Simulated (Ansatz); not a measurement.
The relaxed structure here is a generated cell of CsPbCl3: the first start was made by a random draw of sites in a space group, and the end was not matched to a known phase here, so it may be hypothetical. Known forms of CsPbCl3 include space group No. 221.

A relaxed structure of CsPbCl₃. These are PBEsol (plane waves to 420 eV, PAW, scalar-relativistic; Ansatz, a program for electronic structure) values and carry that method's errors.

```cif
data_Cl6Cs2Pb2
_chemical_formula_sum 'Cl6 Cs2 Pb2'
_space_group_name_H-M_alt 'P 1'
_space_group_IT_number 1
_cell_length_a 6.49618
_cell_length_b 7.64908
_cell_length_c 7.97194
_cell_angle_alpha 77.788
_cell_angle_beta 87.814
_cell_angle_gamma 67.962
loop_
_space_group_symop_operation_xyz
  'x, y, z'
loop_
_atom_site_label
_atom_site_type_symbol
_atom_site_fract_x
_atom_site_fract_y
_atom_site_fract_z
_atom_site_occupancy
Cl1 Cl 0.89981 0.23363 0.24728 1
Cl2 Cl 0.74572 0.09115 0.72032 1
Cl3 Cl 0.62905 0.85595 0.35170 1
Cl4 Cl 0.01559 0.47799 0.66158 1
Cl5 Cl 0.39579 0.65606 0.74870 1
Cl6 Cl 0.26059 0.64040 0.24022 1
Cs1 Cs 0.39598 0.25826 0.04421 1
Cs2 Cs 0.78081 0.68424 0.99441 1
Pb1 Pb 0.01799 0.85249 0.48129 1
Pb2 Pb 0.65416 0.46130 0.50794 1
```

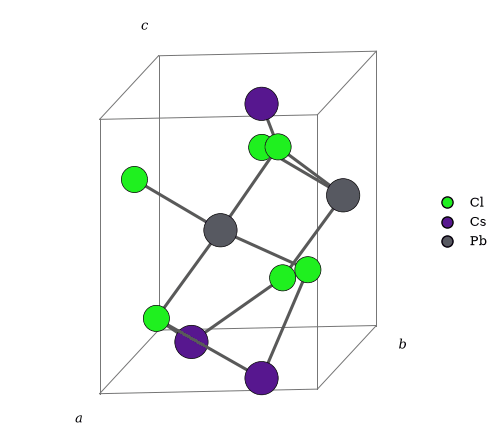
*The conventional cell of the relaxed structure*

```json
{
  "volume_per_atom": "35.85 Å³",
  "band_gap": "3.54 eV, indirect (valence top at T2, conduction bottom at Y) (no spin-orbit coupling)",
  "smallest_direct_gap": "3.64 eV at Y",
  "shortest_distances": "Cl–Pb 2.75 Å; Cl–Cs 3.33 Å; Cl–Cl 3.39 Å",
  "k-mesh": "6×5×5"
}
```

Band energies at high-symmetry points (eV from the VBM; labels of this space group; no spin-orbit coupling), from −5 eV up to 6.6 eV:

| point | energies |
|---|---|
| Γ | -2.97 -2.69 -2.50 -2.30 -1.84 -1.61 -1.45 -1.35 -1.25 -1.23 -1.14 -1.11 -1.03 -0.99 -0.91 -0.68 -0.48 -0.16 3.91 4.39 4.79 4.87 5.18 5.41 5.55 6.24 |
| X | -2.81 -2.36 -2.26 -2.17 -2.04 -1.84 -1.56 -1.36 -1.33 -1.24 -1.16 -1.11 -1.08 -0.95 -0.93 -0.86 -0.31 -0.08 4.04 4.35 4.45 4.80 5.00 5.26 6.04 |
| Y | -2.85 -2.49 -2.42 -2.35 -2.08 -1.70 -1.49 -1.41 -1.31 -1.28 -1.20 -1.13 -1.08 -0.90 -0.84 -0.79 -0.25 -0.10 3.54 4.61 4.73 4.97 5.12 5.49 5.75 6.51 |
| Z | -2.99 -2.42 -2.36 -2.22 -2.09 -1.74 -1.57 -1.39 -1.28 -1.19 -1.16 -1.14 -1.12 -0.99 -0.93 -0.73 -0.21 -0.15 4.03 4.44 4.70 4.83 4.90 5.15 5.89 6.35 |
| R2 | -2.71 -2.52 -2.38 -2.22 -1.96 -1.78 -1.62 -1.45 -1.33 -1.21 -1.18 -1.11 -1.00 -0.93 -0.87 -0.78 -0.28 -0.14 4.09 4.19 4.36 4.53 5.27 5.58 5.69 6.37 6.49 |
| T2 | -2.85 -2.52 -2.39 -2.30 -1.98 -1.82 -1.54 -1.50 -1.35 -1.26 -1.18 -1.12 -1.04 -1.01 -0.90 -0.74 -0.27 0.00 4.18 4.44 4.57 4.95 5.06 5.29 5.94 6.16 6.51 |
| U2 | -2.60 -2.52 -2.33 -2.12 -1.86 -1.66 -1.50 -1.42 -1.33 -1.28 -1.25 -1.11 -1.07 -1.00 -0.90 -0.80 -0.43 -0.25 3.95 4.22 4.36 4.48 5.34 5.51 5.86 6.36 |
| V2 | -2.65 -2.39 -2.28 -2.15 -2.07 -1.93 -1.51 -1.39 -1.38 -1.24 -1.22 -1.12 -1.01 -0.99 -0.94 -0.85 -0.28 -0.02 3.99 4.31 4.34 4.87 5.11 5.50 5.94 6.35 |

No spin polarisation in the result.

It was reached from a disturbed copy of a Amm2 (No. 38) cell, against which it lies -169 meV/atom.
